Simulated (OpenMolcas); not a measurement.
# CH5FSi (SMILES C[SiH2]F): HF/ANO-RCC-VDZ (DKH1)

What is the energy change on altering one bond length of CH5FSi at HF/ANO-RCC-VDZ (DKH1)? 

The calculation is run with OpenMolcas 26.06.

### 1 Starting point

CH5FSi: 8 atoms, total charge 0, spin state singlet. SMILES: `C[SiH2]F`. The shape is that of a PBE0-D4/def2-TZVP optimisation.

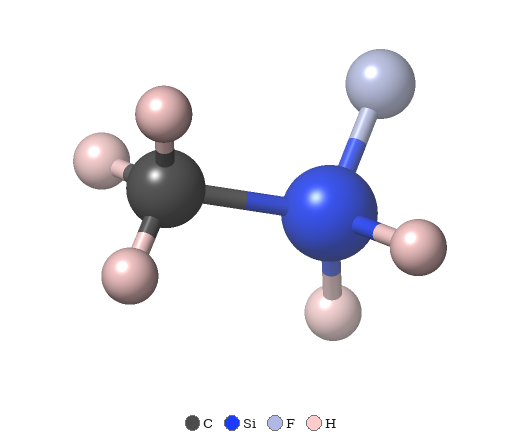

Viewed from a chosen angle; carbon dark grey, silicon blue, fluorine light blue, hydrogen pink.

### 2 The energy at HF/ANO-RCC-VDZ (DKH1)

struct.xyz

```xyz
8

C     -0.521400     0.700300    -0.437000
Si     0.448400    -0.642000     0.395200
F      1.946500    -0.649600    -0.178800
H     -0.562400     0.542500    -1.517100
H     -1.546700     0.713200    -0.056500
H     -0.077200     1.680300    -0.248400
H      0.538700    -0.420800     1.860700
H     -0.133700    -1.981200     0.126000
```

job.inp

```
&GATEWAY
COORD=struct.xyz
BASIS=ANO-RCC-VDZ
GROUP=NoSym
&SEWARD
RELATIVISTIC=R01O00
EXPERT
&SCF
PRORBITALS=1 1
```

Run with:

```console
$ export MOLCAS_MEM=1860
$ pymolcas job.inp > job.log
```

The log of the run:

```text
--- Start Module: gateway ---
[...]
--- Stop Module: gateway /rc=_RC_ALL_IS_WELL_ ---
--- Start Module: seward ---
[...]
 ###    WARNING:  EXPERT option is ON!                                       ###
 ###############################################################################
               SEWARD will generate:
[...]
      Basis functions           41
--- Stop Module: seward /rc=_RC_ALL_IS_WELL_ ---
[...]
--- Start Module: scf ---
[...]
       Convergence after  10 Iterations
[...]
::    Total SCF energy                               -429.9906714526
[...]
      Total spin, S                                     0.0000000000
[...]
      Total electronic charge=   34.000000
      Total            charge=   -0.000000
[...]
      Dipole Moment (debye):
      Origin of the operator (angstrom)=    0.6479   -0.3337    0.0403
                   X= -2.6741E+00               Y=  5.0726E-01               Z=  5.8071E-01           Total=  2.7830E+00
      Quadrupole Moment (debye*angstrom):
[...]
--- Stop Module: scf /rc=_RC_ALL_IS_WELL_ ---
[...]
```

Run time: 2.7 s. Hardware: 1 thread of Arm Neoverse V1, shared host; peak memory 0.38 GiB.

### 3 The distorted shape

struct.xyz

```xyz
8

C     -0.543977     0.644994    -0.803414
Si     0.425823    -0.697306     0.028786
F      1.923923    -0.704906    -0.545214
H     -0.584977     0.487194    -1.883514
H     -1.569277     0.657894    -0.422914
H     -0.099777     1.624994    -0.614814
H      0.538700    -0.420800     1.860700
H     -0.156277    -2.036506    -0.240414
```

job.input

```
>>> EXPORT MOLCAS_PRINT=2
&GATEWAY
Coord=struct.xyz
Basis=ANO-RCC-VDZ
Group=NoSym
&SEWARD
Relativistic=R01O00
Expert
&SCF
PrOrbitals=1 1
```

Run with:

```console
$ export MOLCAS_MEM=1860
$ pymolcas job.input > job.log
```

The log of the run:

```text
--- Start Module: gateway ---
[...]
--- Stop Module: gateway /rc=_RC_ALL_IS_WELL_ ---
--- Start Module: seward ---
[...]
 ###    WARNING:  EXPERT option is ON!                                       ###
 ###############################################################################
               SEWARD will generate:
[...]
      Basis functions           41
--- Stop Module: seward /rc=_RC_ALL_IS_WELL_ ---
[...]
--- Start Module: scf ---
[...]
       Convergence after  10 Iterations
[...]
::    Total SCF energy                               -429.9592818913
[...]
      Total spin, S                                     0.0000000000
[...]
      Total electronic charge=   34.000000
      Total            charge=   -0.000000
[...]
      Dipole Moment (debye):
      Origin of the operator (angstrom)=    0.6257   -0.3881   -0.3203
                   X= -2.7263E+00               Y=  4.4950E-01               Z= -1.1139E-01           Total=  2.7653E+00
      Quadrupole Moment (debye*angstrom):
[...]
--- Stop Module: scf /rc=_RC_ALL_IS_WELL_ ---
[...]
```

Run time: 2.7 s. Hardware: 1 thread of Arm Neoverse V1, shared host; peak memory 0.38 GiB.

### 4 Summary of results

At HF/ANO-RCC-VDZ (DKH1):

```
                                                          quantity          value
                                         first shape: total energy  -429.99067 Eh
                                        first shape: dipole moment         2.78 D
                                          first shape: HOMO energy      -12.94 eV
                                          first shape: LUMO energy        2.29 eV
                                        first shape: HOMO–LUMO gap       15.23 eV
                                     distorted shape: total energy  -429.95928 Eh
                                    distorted shape: dipole moment         2.77 D
                                      distorted shape: HOMO energy      -11.90 eV
                                      distorted shape: LUMO energy        2.22 eV
                                    distorted shape: HOMO–LUMO gap       14.12 eV
energy change with the Si2–H7 bond stretched from 1.485 to 1.856 Å       0.854 eV
```

In words: With the Si2–H7 bond stretched from 1.485 to 1.856 Å the energy rises by 0.85 eV (19.7 kcal/mol). The first shape isn't relaxed at this level, so the change isn't measured from a minimum. Mulliken charges (distorted shape) run from -0.76 on C1 to +1.33 on Si2.
